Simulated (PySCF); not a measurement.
**GeH3O (SMILES [O][GeH3]): ROHF-D3(BJ)/aug-pc-1 (sfX2C, density fitting with def2-universal-jkfit)**

Aim: the electrostatic solvation energy at fixed shape (SS(V)PE, cyclohexane) of GeH3O at ROHF-D3(BJ)/aug-pc-1 (sfX2C, density fitting with def2-universal-jkfit), from 2 runs. 

The calculation is run with PySCF 2.14.0.

## 1. The system as given

GeH3O: 5 atoms, total charge 0, spin state doublet. SMILES: `[O][GeH3]`. Geometry: relaxed at PBE0-D4/def2-TZVP.

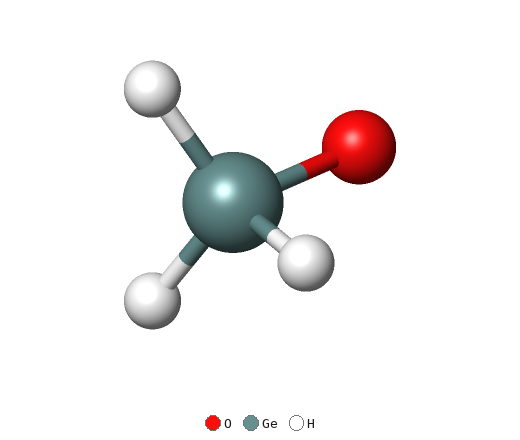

Viewed from a chosen angle; oxygen red, germanium teal, hydrogen white.

## 2. The energy at ROHF-D3(BJ)/aug-pc-1 (sfX2C, density fitting with def2-universal-jkfit)

File calc.py:

```python
# [O][GeH3]
from pyscf import gto, scf

molecule = gto.Mole()
molecule.atom = [
    ('O', (-1.443900, 0.418600, 0.777300)),
    ('Ge', (0.072300, -0.056300, -0.056900)),
    ('H', (-0.162200, -0.091200, -1.574700)),
    ('H', (0.548000, -1.418100, 0.471500)),
    ('H', (1.035700, 1.073400, 0.341400)),
]
molecule.verbose = 3
molecule.charge = 0
molecule.max_memory = 1860
molecule.basis = 'aug-pc-1'
molecule.spin = 1
molecule.build()

mf = scf.ROHF(molecule)
mf = mf.x2c()
mf = mf.density_fit(auxbasis='def2-universal-jkfit')
mf.disp = 'd3bj'
mf.kernel()

e_tot = mf.e_tot
print(f'total energy: {e_tot:.8f} hartree')
```

Command:

```
$ OMP_NUM_THREADS=1 python calc.py
```

What it wrote:

```text
converged SCF energy = -2169.07889616895
total energy: -2169.07889617 hartree
```

It took 2 s on 1 thread of Arm Neoverse V2, shared host; peak memory 0.15 GiB.

## 3. The energy at ROHF-D3(BJ)/aug-pc-1 (sfX2C, density fitting with def2-universal-jkfit, SS(V)PE cyclohexane)

File calc.py:

```python
from pyscf import gto, scf, solvent

mol = gto.M(
    atom=[
    ('O', (-1.443900, 0.418600, 0.777300)),
    ('Ge', (0.072300, -0.056300, -0.056900)),
    ('H', (-0.162200, -0.091200, -1.574700)),
    ('H', (0.548000, -1.418100, 0.471500)),
    ('H', (1.035700, 1.073400, 0.341400)),
],
    verbose=3,
    spin=1,
    charge=0,
    basis='aug-pc-1',
    max_memory=1860,
)

mf = scf.ROHF(mol)
mf = mf.x2c()
mf = mf.density_fit(auxbasis='def2-universal-jkfit')
mf = mf.PCM()
mf.with_solvent.method = 'SS(V)PE'
mf.with_solvent.eps = 2.0165
mf.disp = 'd3bj'
mf.kernel()

e_final = mf.e_tot
print('E(%s) = %.9f' % ('HF', e_final))
```

Command:

```
$ OMP_NUM_THREADS=1 python calc.py
```

What it wrote:

```text
WARN: PCM is an experimental feature. It is still in testing.
Features and APIs may be changed in the future.

converged SCF energy = -2169.08079075252
E(HF) = -2169.080790753
```

Wall time 9.3 s (1 thread of Arm Neoverse V2, shared host); peak memory 0.24 GiB.

## 4. What came out

Level: ROHF-D3(BJ)/aug-pc-1 (sfX2C, density fitting with def2-universal-jkfit).

```
                                        quantity           value
                         gas phase: total energy  -2169.07890 Eh
                        gas phase: dipole moment          2.19 D
                    gas phase: dispersion energy   -54.08 kJ/mol
                                 gas phase: ⟨S²⟩           0.750
              SS(V)PE, cyclohexane: total energy  -2169.08079 Eh
             SS(V)PE, cyclohexane: dipole moment          2.39 D
         SS(V)PE, cyclohexane: dispersion energy   -54.08 kJ/mol
SS(V)PE, cyclohexane: solvent term in the energy     -5.3 kJ/mol
                      SS(V)PE, cyclohexane: ⟨S²⟩           0.750
energy change from gas to solvent at fixed shape       -0.052 eV
```

The solvent model (SS(V)PE, cyclohexane) lowers the energy by 0.05 eV (−1.2 kcal/mol) at the same shape. It holds the electrostatic part alone, without cavity or dispersion terms. Mulliken charges (gas phase) run from -0.81 on O1 to +0.30 on Ge2; in a basis this large or diffuse they mean little.
